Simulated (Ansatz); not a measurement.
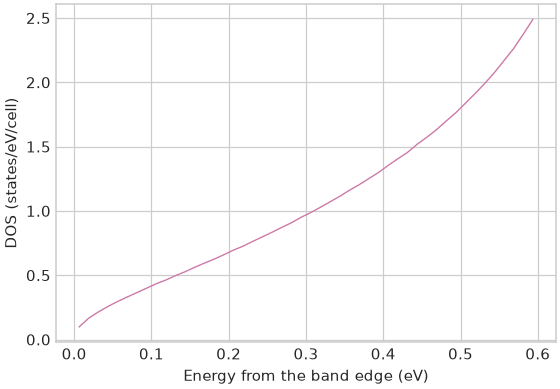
Figure. Density of states of Mg₂NbN₃ (C2/c) above the conduction band minimum, PBEsol, rigid bands in Ansatz (a program for electronic structure); cell volume 146.3 Å³.

Task: What effective density of states at 300 K does this give (∫ g(E) exp(−E/k_BT) dE, both spins, divided by the cell's size)?

Result: 3.2e19 cm⁻³, a density-of-states mass of 1.17 mₑ, valleys and band degeneracy included.

Spin-orbit coupling is left out. Geometry: cell and atoms relaxed with PBEsol.

Computed structure with no diffraction record at hand here (it may be known, metastable or hypothetical): Mg2NbN3 (C2/c).
